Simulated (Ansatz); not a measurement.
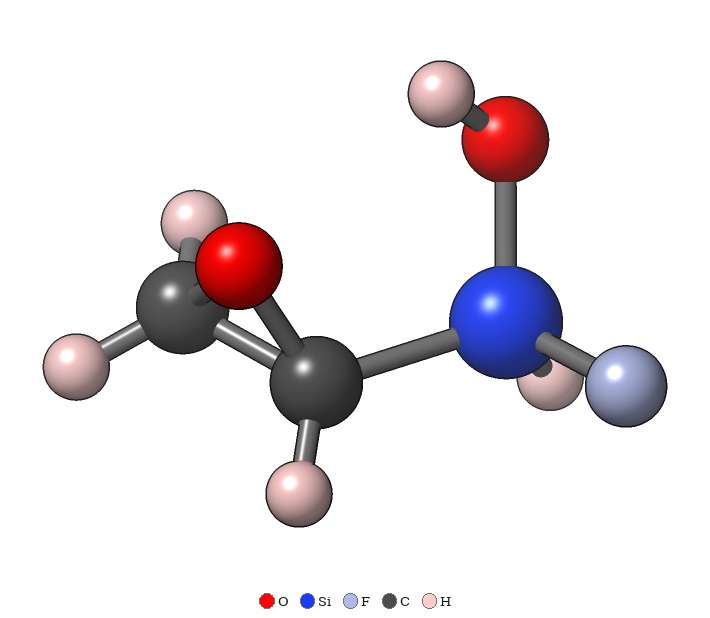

A ball-and-stick model of a molecule.

The geometry was computed by an optimisation with PBE0-D4/def2-TZVP. No frequency run is at hand to confirm it as a minimum.

What does the picture show?

It has 11 atoms: 2 carbon, 5 hydrogen, 1 fluorine, 2 oxygen and 1 silicon (C2H5FO2Si). SMILES: `O[Si@@H](F)[C@@H]1CO1`. Independent rings (smallest set): 1 of 3 members. Among its groups: ether, Si–H bond, Si–O bond. The point group is C1. Coordination, clear cases only: 1 O bent; 1 Si tetrahedral.

More results for the same structure follow; atom numbers are the same in all pictures, views and colours differ.

### Dipole moment

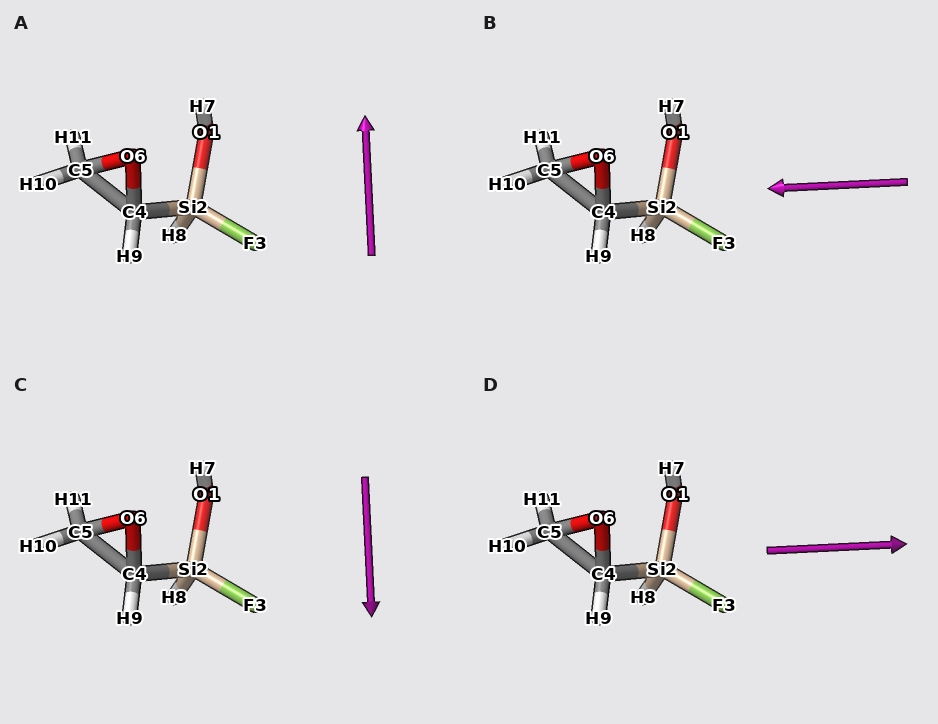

The same molecule four times, each with an arrow. No frequency run is at hand to confirm it as a minimum. Properties computed with RKS PBE-D4/def2-TZVPP (Ansatz 0.2.0).

Which arrow points along the dipole moment, from the negative to the positive end?

B. The dipole moment is 2.35 D; it points from the side of F3 to the side of H10 (the outermost atoms at the two ends).

### Charges

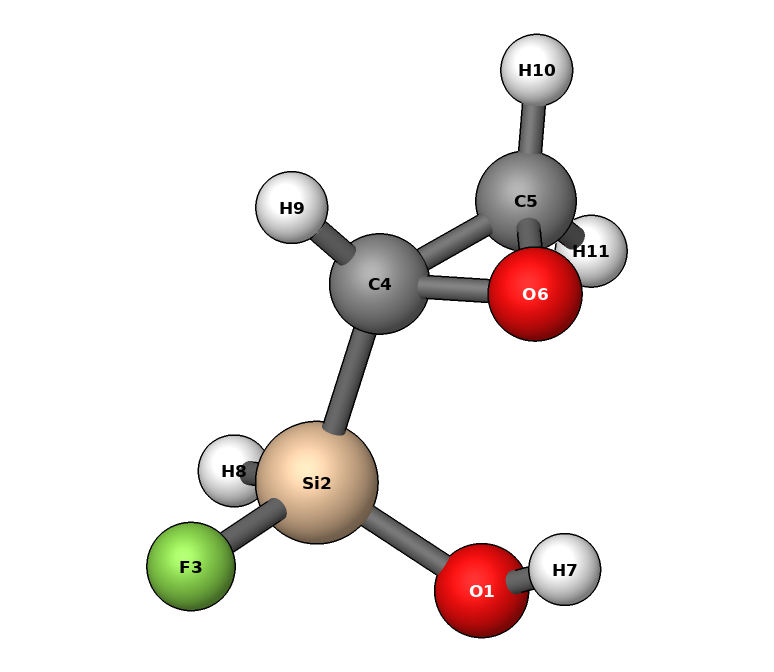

The questions are on Mulliken charges. No frequency run is at hand to confirm it as a minimum. Properties computed with RKS B3LYP-D4/def2-TZVPP (Ansatz 0.2.0).

Which atom carries the highest charge (most positive or least negative)?

Si2 (0.74 e).

And the lowest?

O1 (−0.39 e).

List the Mulliken charges.

```tsv
atom	value (e)
O1	−0.39
Si2	0.74
F3	−0.32
C4	−0.06
C5	0.00
O6	−0.36
H7	0.20
H8	−0.10
H9	0.10
H10	0.10
H11	0.09
```

### Levels of theory compared

No frequency run is at hand to confirm it as a minimum. Program: Ansatz 0.2.0.

At this fixed geometry, give HOMO energy (eV), HOMO–LUMO gap (eV) at these levels: B3LYP-D4/def2-TZVPP; PBE-D4/def2-TZVPP; PBE0-D4/def2-TZVPP; r2SCAN-D4/def2-TZVPP; ωB97M-V/def2-TZVPP; ωB97X-V/def2-TZVPP.

```tsv
level	HOMO energy (eV)	HOMO–LUMO gap (eV)
B3LYP-D4/def2-TZVPP	−7.95	7.95
PBE-D4/def2-TZVPP	−6.56	5.91
PBE0-D4/def2-TZVPP	−8.19	8.49
r2SCAN-D4/def2-TZVPP	−6.89	6.64
ωB97M-V/def2-TZVPP	−10.57	12.58
ωB97X-V/def2-TZVPP	−10.65	13.00
```

Mulliken values depend strongly on the basis set and can even reverse the polarity of a bond.
